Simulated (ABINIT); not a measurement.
# LiH (Fm-3m): a self-consistent loop beyond G0W0, cycle by cycle

Aim: iterate the self-energy on LiH (Fm-3m) and follow the gap from cycle to cycle.

Program: ABINIT 10.8.3. Level of theory: PBE and many-body steps on it, plane waves. Results are calculated unless marked as measured.

The database entry behind the starting cell differs from later determinations by our own check (the deuteride, about 0.2 % short), so it need not match the best structure at ambient conditions.

## Step 1: The starting structure

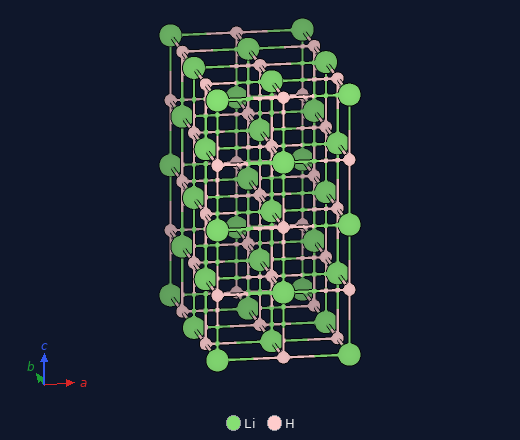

The cell as given, slightly off an axis (lithium green, hydrogen pink). 1×2×2 cells are drawn. This picture shows the conventional cell, with its axes. Some periodic images of atoms are drawn too.

As a file:

```cif
data_structure
_symmetry_space_group_name_H-M 'P 1'
_symmetry_Int_Tables_number 1
_cell_length_a 2.8804
_cell_length_b 2.8804
_cell_length_c 2.8804
_cell_angle_alpha 60.000
_cell_angle_beta 60.000
_cell_angle_gamma 60.000
_cell_volume 16.90
loop_
_atom_site_label
_atom_site_type_symbol
_atom_site_fract_x
_atom_site_fract_y
_atom_site_fract_z
_atom_site_occupancy
Li1 Li 0.00000 0.00000 0.00000 1
H2 H 0.50000 0.50000 0.50000 1
```

The cell and positions come from the Crystallography Open Database and are kept as given unless a step says otherwise.

## Step 2: Empty states on the mesh, 6×6×6 mesh, 37 bands

This step: ABINIT 10.8.3; DFT, PBE, plane waves, norm-conserving pseudopotentials.

The sums over transitions need many empty states on a uniform mesh; this step solves for them.

run.abi reads:

```
acell 3*1.0 Angstrom
rprim 
  0.000000000000 2.036750000000 2.036750000000
  2.036750000000 -0.000000000000 2.036750000000
  2.036750000000 2.036750000000 -0.000000000000
ntypat 2
znucl 3 1
natom 2
typat 1 2
xred 
  0.000000000000 0.000000000000 0.000000000000
  0.500000000000 0.500000000000 0.500000000000
pp_dirpath "pseudos"
pseudos "Li.upf, H.upf"
ecut 33
ngkpt 6 6 6
nshiftk 1
shiftk 0 0 0
kptopt 1
chksymbreak 0
irdden 1
istwfk *1
nband 37
prtvol 0
optdriver 6
gwr_task "HDIAGO"
paral_kgb 0
occopt 1
indata_prefix "in"
outdata_prefix "out"
tmpdata_prefix "tmp"
```

Command:

```sh
OMP_NUM_THREADS=1 mpirun -n 4 abinit run.abi > log
```

Output:

```text
.Version 10.8.3 of ABINIT. v10.8.2 released Aug 2026.

 Symmetries : space group Fm -3 m (#225); Bravais cF (face-center cubic)
[... echo of the input left out ...]
== DATASET  1 ==================================================================
-   mpi_nproc: 4, omp_nthreads: 1 (-1 if OMP is not activated)

--- !DatasetInfo
iteration_state: {dtset: 1, }
dimensions: {natom: 2, nkpt: 16, mband: 37, nsppol: 1, nspinor: 1, nspden: 1, mpw: 1056, }
cutoff_energies: {ecut:  33.0, pawecutdg:  -1.0, }
[...]
Direct band gap semiconductor
 Fundamental gap:     3.022 (eV)
   VBM:    -0.348 (eV) at k: [ 5.0000E-01,  5.0000E-01,  0.0000E+00]
   CBM:     2.674 (eV) at k: [ 5.0000E-01,  5.0000E-01,  0.0000E+00]
 Direct gap:         3.022 (eV) at k: [ 5.0000E-01,  5.0000E-01,  0.0000E+00]

== END DATASET(S) ==============================================================
================================================================================

 -outvars: echo values of variables after computation  --------
           etotal      0.0000000000E+00
            nband          37
             nkpt          16
          spgroup         225
 [... the other variables as echoed above ...]

 Calculation completed.
```

The job ended after 6.5 s (4 MPI ranks of Arm Neoverse V1, shared host; peak memory 0.52 GiB).

This step gave:

```yaml
gap: 3.022 eV
k_of_the_valence_top: 0.5, 0.5, 0
k_of_the_conduction_bottom: 0.5, 0.5, 0
least_direct_gap: 3.022 eV
k_points_computed: 16
lowest_point_of_the_top_converged_band_above_the_valence_top: 67.6084 eV
```

On this mesh the gap is 3.022 eV.

The density comes from a self-consistent run that is not shown.

## Step 3: Screening, 6×6×6 mesh, 29 bands, screening to 108.8 eV

The RPA dielectric matrix is built and inverted for each q.

This step: RPA screening on PBE, plane waves, norm-conserving pseudopotentials.

Changes to run.abi since step 2:

```diff
@@ -20,10 +20,11 @@
 chksymbreak 0
-irdden 1
 istwfk *1
-nband 37
-prtvol 0
-optdriver 6
-gwr_task "HDIAGO"
-paral_kgb 0
 occopt 1
+irdwfk 1
+optdriver 3
+nband 29
+ecuteps 4
+inclvkb 2
+awtr 1
+symchi 1
 indata_prefix "in"
```

Output:

```text
.Version 10.8.3 of ABINIT. v10.8.2 released Aug 2026.

 Symmetries : space group Fm -3 m (#225); Bravais cF (face-center cubic)
[... echo of the input left out ...]
== DATASET  1 ==================================================================
-   mpi_nproc: 4, omp_nthreads: 1 (-1 if OMP is not activated)

--- !DatasetInfo
iteration_state: {dtset: 1, }
dimensions: {natom: 2, nkpt: 16, mband: 29, nsppol: 1, nspinor: 1, nspden: 1, mpw: 1056, }
cutoff_energies: {ecut:  33.0, pawecutdg:  -1.0, }
electrons: {nelect:   4.00000000E+00, charge:   0.00000000E+00, occopt:   1.00000000E+00, tsmear:   1.00000000E-02, }

 SCREENING: Calculation of the susceptibility and dielectric matrices

 Based on a program developped by R.W. Godby, V. Olevano, G. Onida, and L. Reining.
 Incorporated in ABINIT by V. Olevano, G.-M. Rignanese, and M. Torrent.
.Using double precision arithmetic ; gwpc =  8

[... cell and pseudopotentials left out ...]
--------------------------------------------------------------------------------

 ==== K-mesh for the wavefunctions ====
 Number of points in the irreducible wedge :    16
[... list of points left out ...]
 Together with 48 symmetry operations and time-reversal symmetry
 yields   216 points in the full Brillouin Zone.

 ==== Q-mesh for the screening function ====
 Number of points in the irreducible wedge :    16
[... list of points left out ...]
 Together with 48 symmetry operations and time-reversal symmetry
 yields   216 points in the full Brillouin Zone.

 setmesh: FFT mesh size selected  =    20x   20x   20
          total number of points  =         8000

 vcoul_init : cutoff-mode = AUXILIARY_FUNCTION
 q-points for optical limit:   1
     1)      0.000010    0.000020    0.000030

- screening: taking advantage of time-reversal symmetry
- Maximum band index for partially occupied states nbvw = 2
- Remaining bands to be divided among processors   nbcw = 27
- Number of bands treated by each node ~6

 Number of electrons calculated from density =    4.0000; Expected =    4.0000
 average of density, n =  0.035077
 r_s =    1.8951
 omega_plasma =   18.0662 [eV]

 calculating chi0 at frequencies [eV] :
  1    0.000000E+00    0.000000E+00
  2    0.000000E+00    1.806615E+01

--------------------------------------------------------------------------------
  q-point number  1        q = ( 0.000000, 0.000000, 0.000000) [r.l.u.]
--------------------------------------------------------------------------------
[... chi0 elements left out ...]
 For q-point:  0.000010 0.000020 0.000030
  dielectric constant =   4.1820
  dielectric constant without local fields =   4.5857

  Average fulfillment of the sum rule on Im[epsilon] for q-point    1 :     69.92  [%]
[... wings left out ...]
  q-point number  2        q = ( 0.166667, 0.000000, 0.000000) [r.l.u.]
--------------------------------------------------------------------------------
[... chi0 elements left out ...]
  Average fulfillment of the sum rule on Im[epsilon] for q-point    2 :     85.24  [%]

 [... 14 further q-points ...]
```

Wall time 3.2 s (4 MPI ranks); peak memory 0.39 GiB; 13 s of CPU time.

This step gave:

```yaml
eps_infinity_with_local_fields_on_this_mesh_along_the_program_s_q_direction: 4.182
the_same_without_local_fields: 4.586
plasma_frequency: 18.07 eV
plane_waves_in_the_screening_matrix: 59
```

Local fields lower ε∞ by 9 %.

## Step 4: G0W0

The self-energy is evaluated for the states that the input lists, and the levels follow from it, in one-shot runs by the linearised quasiparticle equation.

This step: G0W0 on PBE, plane waves, norm-conserving pseudopotentials.

Changes to run.abi since step 3:

```diff
@@ -23,8 +23,17 @@
 irdwfk 1
-optdriver 3
+optdriver 4
 nband 29
+gwcalctyp 0
+ecutsigx 33
+symsigma 1
+nkptgw 2
+kptgw 
+  0.5000000000 0.5000000000 0.0000000000
+  0.0000000000 0.0000000000 0.0000000000
+bdgw 
+  1 5
+  1 6
 ecuteps 4
-inclvkb 2
-awtr 1
-symchi 1
+irdscr 1
+ppmodel 1
 indata_prefix "in"
```

Output:

```text
.Version 10.8.3 of ABINIT. v10.8.2 released Aug 2026.

 Symmetries : space group Fm -3 m (#225); Bravais cF (face-center cubic)
[... echo of the input left out ...]
== DATASET  1 ==================================================================
-   mpi_nproc: 4, omp_nthreads: 1 (-1 if OMP is not activated)

--- !DatasetInfo
iteration_state: {dtset: 1, }
dimensions: {natom: 2, nkpt: 16, mband: 29, nsppol: 1, nspinor: 1, nspden: 1, mpw: 1056, }
cutoff_energies: {ecut:  33.0, pawecutdg:  -1.0, }
electrons: {nelect:   4.00000000E+00, charge:   0.00000000E+00, occopt:   1.00000000E+00, tsmear:   1.00000000E-02, }

 SIGMA: Calculation of the GW corrections

 Based on a program developped by R.W. Godby, V. Olevano, G. Onida, and L. Reining.
 Incorporated in ABINIT by V. Olevano, G.-M. Rignanese, and M. Torrent.
.Using double precision arithmetic ; gwpc =  8

[... cell and pseudopotentials left out ...]
--------------------------------------------------------------------------------

 ==== K-mesh for the wavefunctions ====
 Number of points in the irreducible wedge :    16
[... list of points left out ...]
 Together with 48 symmetry operations and time-reversal symmetry
 yields   216 points in the full Brillouin Zone.

 ==== Q-mesh for screening function ====
 Number of points in the irreducible wedge :    16
[... list of points left out ...]
 Together with 48 symmetry operations and time-reversal symmetry
 yields   216 points in the full Brillouin Zone.

 vcoul_init : cutoff-mode = AUXILIARY_FUNCTION
 q-points for optical limit:   1
     1)      0.000010    0.000020    0.000030
 setmesh: FFT mesh size selected  =    30x   30x   30
          total number of points  =        27000

 Number of electrons calculated from density =    4.0000; Expected =    4.0000
 average of density, n =  0.035077
 r_s =    1.8951
 omega_plasma =   18.0662 [eV]

 === KS Band Gaps ===
  >>>> For spin  1
   Minimum direct gap =   3.0221 [eV], located at k-point      :   0.5000  0.5000  0.0000
   Fundamental gap    =   3.0221 [eV], Top of valence bands at :   0.5000  0.5000  0.0000
                                       Bottom of conduction at :   0.5000  0.5000  0.0000
 SIGMA fundamental parameters:
 PLASMON POLE MODEL  1
 number of plane-waves for SigmaX                 1037
 number of plane-waves for SigmaC and W             59
 number of plane-waves for wavefunctions          1037
 number of bands                                    29
 number of independent spin polarizations            1
 number of spinorial components                      1
 number of k-points in IBZ                          16
 number of q-points in IBZ                          16
 number of symmetry operations                      48
 number of k-points in BZ                          216
 number of q-points in BZ                          216
 number of frequencies for dSigma/dE                 9
 frequency step for dSigma/dE [eV]                0.25
 number of omega for Sigma on real axis              0
 max omega for Sigma on real axis  [eV]           0.00
 zcut for avoiding poles [eV]                     0.10

 EPSILON^-1 parameters (SCR file):
 dimension of the eps^-1 matrix on file             59
 dimension of the eps^-1 matrix used                59
 number of plane-waves for wavefunctions          1037
 number of bands                                    29
 number of q-points in IBZ                          16
 number of frequencies                               2
 number of real frequencies                          1
 number of imag frequencies                          1

 matrix elements of self-energy operator (all in [eV])

 Perturbative Calculation

--- !SelfEnergy_ee
iteration_state: {dtset: 1, }
kpoint     : [   0.500,    0.500,    0.000, ]
spin       : 1
KS_gap     :    3.022
QP_gap     :    4.827
Delta_QP_KS:    1.804
data: !SigmaeeData |
     Band     E0 <VxcDFT>   SigX SigC(E0)      Z dSigC/dE  Sig(E)    E-E0       E
        1 -44.599 -25.708 -39.768   5.166   0.774  -0.292 -32.591  -6.883 -51.481
        2  -0.348 -11.307 -14.604   1.732   0.772  -0.296 -12.515  -1.207  -1.555
        3   2.674  -7.646  -3.654  -3.255   0.810  -0.234  -7.049   0.597   3.271
        4  10.239  -8.235  -2.665  -4.393   0.778  -0.285  -7.319   0.916  11.155
        5  10.239  -8.235  -2.665  -4.393   0.778  -0.285  -7.319   0.916  11.155

--- !SelfEnergy_ee
iteration_state: {dtset: 1, }
kpoint     : [   0.000,    0.000,    0.000, ]
spin       : 1
KS_gap     :   20.729
QP_gap     :   22.973
Delta_QP_KS:    2.243
data: !SigmaeeData |
     Band     E0 <VxcDFT>   SigX SigC(E0)      Z dSigC/dE  Sig(E)    E-E0       E
        1 -44.649 -25.626 -39.706   5.176   0.781  -0.280 -32.584  -6.958 -51.607
        2  -5.602  -9.916 -15.613   3.532   0.713  -0.403 -11.459  -1.542  -7.144
        3  15.128 -11.719  -4.658  -5.998   0.660  -0.516 -11.017   0.701  15.829
        4  17.057  -8.963  -2.437  -5.275   0.695  -0.439  -8.094   0.869  17.926
        5  17.057  -8.963  -2.437  -5.275   0.695  -0.439  -8.094   0.869  17.926
        6  17.057  -8.963  -2.437  -5.275   0.695  -0.439  -8.094   0.869  17.926

== END DATASET(S) ==============================================================
================================================================================

 -outvars: echo values of variables after computation  --------
           etotal      0.0000000000E+00
            nband          29
             nkpt          16
          spgroup         225
 [... the other variables as echoed above ...]

 Calculation completed.
```

Wall time 2.1 s (4 MPI ranks); peak memory 0.11 GiB; 8 s of CPU time.

Numbers from this step:

```yaml
g0w0_gap_on_the_points_computed: 4.826 eV
starting_gap_on_the_mesh: 3.022 eV
k_of_the_valence_top: 0.5, 0.5, 0
k_of_the_conduction_bottom: 0.5, 0.5, 0
z_at_the_valence_top: 0.772
z_at_the_conduction_bottom: 0.81
least_direct_g0w0_gap_on_the_computed_points: 4.826 eV
```

The gap on the mesh goes from 3.02 eV to 4.83 eV, a correction of +1.80 eV.

## Step 5: Self-consistent COHSEX, cycle 1

This step: self-consistent COHSEX on PBE, plane waves, norm-conserving pseudopotentials.

Changes to run.abi since step 4:

```diff
@@ -25,15 +25,42 @@
 nband 29
-gwcalctyp 0
+gwcalctyp 27
 ecutsigx 33
-symsigma 1
-nkptgw 2
+symsigma 0
+nkptgw 16
 kptgw 
+  0.0000000000 0.0000000000 0.0000000000
+  0.1666666667 0.0000000000 0.0000000000
+  0.3333333333 0.0000000000 0.0000000000
+  0.5000000000 0.0000000000 0.0000000000
+  0.1666666667 0.1666666667 0.0000000000
+  0.3333333333 0.1666666667 0.0000000000
+  0.5000000000 0.1666666667 0.0000000000
+  -0.3333333333 0.1666666667 0.0000000000
+  -0.1666666667 0.1666666667 0.0000000000
+  0.3333333333 0.3333333333 0.0000000000
+  0.5000000000 0.3333333333 0.0000000000
+  -0.3333333333 0.3333333333 0.0000000000
   0.5000000000 0.5000000000 0.0000000000
-  0.0000000000 0.0000000000 0.0000000000
+  0.5000000000 0.3333333333 0.1666666667
+  -0.3333333333 0.3333333333 0.1666666667
+  -0.3333333333 0.5000000000 0.1666666667
 bdgw 
-  1 5
-  1 6
+  1 28
+  1 28
+  1 28
+  1 28
+  1 28
+  1 28
+  1 28
+  1 28
+  1 28
+  1 28
+  1 28
+  1 28
+  1 28
+  1 28
+  1 28
+  1 28
 ecuteps 4
 irdscr 1
-ppmodel 1
 indata_prefix "in"
```

Output:

```text
.Version 10.8.3 of ABINIT. v10.8.2 released Aug 2026.

 Symmetries : space group Fm -3 m (#225); Bravais cF (face-center cubic)
[... echo of the input left out ...]
== DATASET  1 ==================================================================
-   mpi_nproc: 4, omp_nthreads: 1 (-1 if OMP is not activated)

--- !DatasetInfo
iteration_state: {dtset: 1, }
dimensions: {natom: 2, nkpt: 16, mband: 29, nsppol: 1, nspinor: 1, nspden: 1, mpw: 1056, }
cutoff_energies: {ecut:  33.0, pawecutdg:  -1.0, }
electrons: {nelect:   4.00000000E+00, charge:   0.00000000E+00, occopt:   1.00000000E+00, tsmear:   1.00000000E-02, }

 SIGMA: Calculation of the GW corrections

 Based on a program developped by R.W. Godby, V. Olevano, G. Onida, and L. Reining.
 Incorporated in ABINIT by V. Olevano, G.-M. Rignanese, and M. Torrent.
.Using double precision arithmetic ; gwpc =  8

[... cell and pseudopotentials left out ...]
--------------------------------------------------------------------------------

 ==== K-mesh for the wavefunctions ====
 Number of points in the irreducible wedge :    16
[... list of points left out ...]
 Together with 48 symmetry operations and time-reversal symmetry
 yields   216 points in the full Brillouin Zone.

 ==== Q-mesh for screening function ====
 Number of points in the irreducible wedge :    16
[... list of points left out ...]
 Together with 48 symmetry operations and time-reversal symmetry
 yields   216 points in the full Brillouin Zone.

 vcoul_init : cutoff-mode = AUXILIARY_FUNCTION
 q-points for optical limit:   1
     1)      0.000010    0.000020    0.000030
 setmesh: FFT mesh size selected  =    30x   30x   30
          total number of points  =        27000

 Number of electrons calculated from density =    4.0000; Expected =    4.0000
[...]
QP_gap     :    9.344
Delta_QP_KS:    3.204
data: !SigmaeeData |
     Band     E_DFT   <VxcDFT>   E(N-1)  <Hhartree>   SigX  SigC[E(N-1)]    Z     dSigC/dE  Sig[E(N)]  DeltaE  E(N)_pert E(N)_diago
[...]
--- !SelfEnergy_ee
iteration_state: {dtset: 1, }
kpoint     : [  -0.333,    0.500,    0.167, ]
spin       : 1
KS_gap     :    4.164
QP_gap     :    7.195
Delta_QP_KS:    3.031
data: !SigmaeeData |
     Band     E_DFT   <VxcDFT>   E(N-1)  <Hhartree>   SigX  SigC[E(N-1)]    Z     dSigC/dE  Sig[E(N)]  DeltaE  E(N)_pert E(N)_diago
[...]
27    64.757    -7.295    64.757    72.052    -0.489    -5.847     1.000     0.000    -6.336     0.960    65.716    65.718
       28    67.494    -7.765    67.494    75.258    -0.612    -6.061     1.000     0.000    -6.673     1.091    68.585    68.588

 New Fermi energy :       -2.398191E-02 Ha ,   -6.525811E-01 eV
 New Exchange energy :    -1.989130E+00 Ha ,   -5.412699E+01 eV

 === QP Band Gaps ===
  >>>> For spin  1
   Minimum direct gap =   6.3323 [eV], located at k-point      :   0.5000  0.5000  0.0000
   Fundamental gap    =   6.3110 [eV], Top of valence bands at :  -0.3333  0.5000  0.1667
                                       Bottom of conduction at :   0.5000  0.5000  0.0000

 writing QP data on file : out_QPS

 Convergence of QP corrections
 >>>>> For spin  1 <<<<<
.  kptgw no:  1; Maximum DeltaE = (  -9.733   0.000) for band index:  1
.  kptgw no:  2; Maximum DeltaE = (  -9.910   0.000) for band index:  1
.  kptgw no:  3; Maximum DeltaE = ( -10.183   0.000) for band index:  1
[...]
.  kptgw no: 15; Maximum DeltaE = (  -9.998   0.000) for band index:  1
.  kptgw no: 16; Maximum DeltaE = (  -9.936   0.000) for band index:  1

== END DATASET(S) ==============================================================
================================================================================

 -outvars: echo values of variables after computation  --------
           etotal      0.0000000000E+00
            nband          29
             nkpt          16
          spgroup         225
 [... the other variables as echoed above ...]

 Calculation completed.
```

Elapsed: 62 s, on 4 MPI ranks; peak memory 1.2 GiB.

Numbers from this step:

| Item | Value |
| --- | --- |
| quasiparticle gap on the mesh | 6.311 eV |
| gap of the density functional on the mesh | 3.022 eV |
| k of the valence top | -0.3333, 0.5, 0.1667 |
| k of the conduction bottom | 0.5, 0.5, 0 |
| Z at the valence top | 1 |
| Z at the conduction bottom | 1 |
| least direct quasiparticle gap on the computed points | 6.332 eV |

Against G0W0 in ABINIT (6×6×6 mesh, 29 bands, screening to 108.8 eV, Godby-Needs plasmon pole), the gap moves by +1.485 eV.

(Continued in part 2 of 3.)

[Paths, hosts, dates, memory and timing lines, banners, echoed tables and standing remarks are left out of the program output.]

[Logs are printed without paths, hosts, clocks, repeated set-up lines and the standing remarks that a program may print on its own settings, such as how far it seeks lower states.]

[Runs of the session that timed out or met a known fault of the program may be left out.]

[Hosts, paths, dates, database ids (printed as entryN), source tags and the programs' standing remarks are cut or masked in the printed files.]

[G0W0 gaps are taken among the corrected bands and points alone; a level outside them can change the order at an edge.]

[Where Ansatz stands beside ABINIT at settings called matched, ABINIT's density can come from a denser mesh and the files from another edition; pairs whose starting gaps differed by over 0.03 eV were left out, so agreement reads better than it is.]
